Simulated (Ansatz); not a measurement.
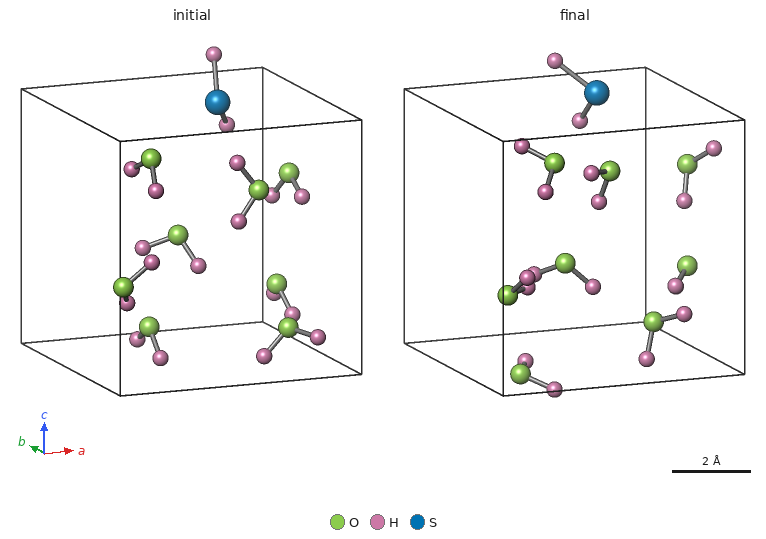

The structure of an amorphous cell of composition H18SO8 before (left) and after (right) a relaxation, at one scale.

The picture is a ball-and-stick view of the cell of the calculation, seen slightly off an axis.

The cell holds 8 H2O + 1 SH2. The run prepares the start of a later molecular dynamics calculation, from a guessed geometry.

Computed with DFT r2SCAN-D3(BJ), scalar-relativistic, plane waves, PAW (Ansatz). Settings: plane-wave cutoff 500 eV; k-point mesh 1 × 1 × 1; occupations fermi dirac; smearing width 0.05 eV; no spin polarisation; atoms relaxed in a fixed cell; force threshold 0.3 eV/Å; at most 15 steps.

**Summarise the run.**

The relaxation stopped without meeting its thresholds, so the last structure isn't shown to be converged. It used up its limit of 15 steps. The atom that moves furthest is an H atom (1.63 Å along [2 1 2]). Largest moves by element: H 1.63 Å, O 1.37 Å, S 0.32 Å. The cell stays as it was. Some distances before and after: H–O 0.969 → 0.988 Å, H–S 1.339 → 1.346 Å. Bond angles that change, for instance: H–O–H 104.0° → 108.7°, H–O–H 104.0° → 106.2°. After 14 geometry steps the energy has fallen by 160 meV per atom. The largest force component goes from 1.3 to 0.51 eV/Å. The run took 3.6 min on 1 thread of Arm Neoverse V1, on a shared host, peak memory 0.58 GiB.

Limits of the set-up: the program's low-accuracy preset was used; the periodic images lie only 6.7 Å apart, so the values are limited by the cell's size.
